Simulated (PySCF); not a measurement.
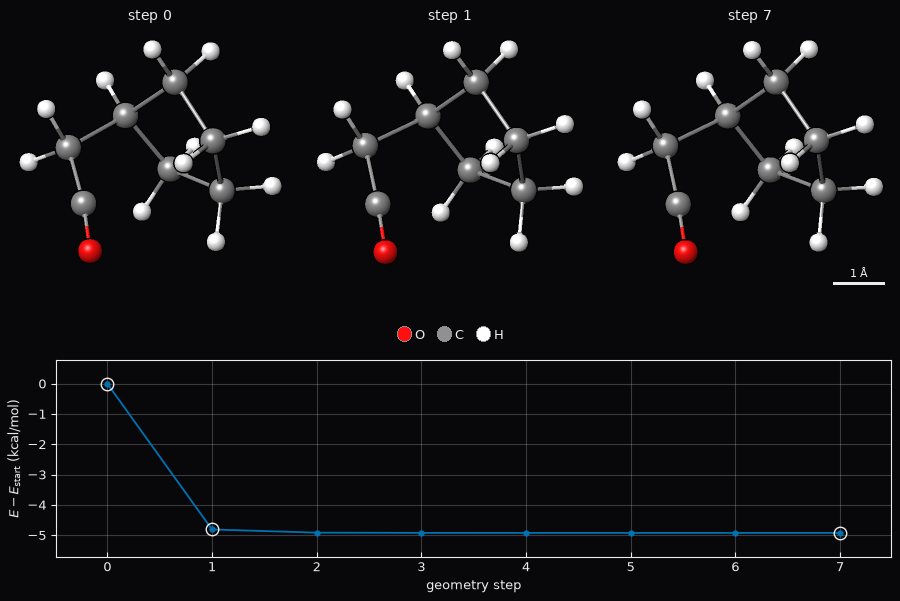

Frames of a relaxation of C₇H₁₁O (charge +1), marked on the history of the run. The picture is a ball-and-stick view, seen face on.

The start comes from GFN2-xTB. Its atoms were then displaced at random by about 0.01 Å.

All numbers below come from PBE0-D3(BJ)/def2-SVP geometry optimisation, gas phase in PySCF 2.14.0, density-fitted response routines. 

Q: What happens along the run?

A: The atom that moves furthest after the best rigid fit is an H atom (0.13 Å). By element the largest moves are H 0.13 Å, C 0.11 Å, O 0.09 Å. Some distances before and after: C–C 1.376 → 1.420 Å, C–H 1.070 → 1.099 Å, C–C 1.536 → 1.566 Å, C–O 1.101 → 1.120 Å. Bond angles that change, for instance: C–C–H 109.1° → 103.0°, O–C–C 172.8° → 176.5°, C–C–H 109.0° → 112.6°. Over 7 geometry steps the energy falls by 4.93 kcal/mol. From step 0 to 1: an H atom moves most (0.14 Å), energy −4.81 kcal/mol. From step 1 to 7: an H atom moves most (0.02 Å), energy −0.12 kcal/mol.

```csv
step,"E − E(0), kcal/mol"
0,0.00
1,-4.81
2,-4.92
3,-4.92
4,-4.93
5,-4.92
6,-4.92
7,-4.93
```
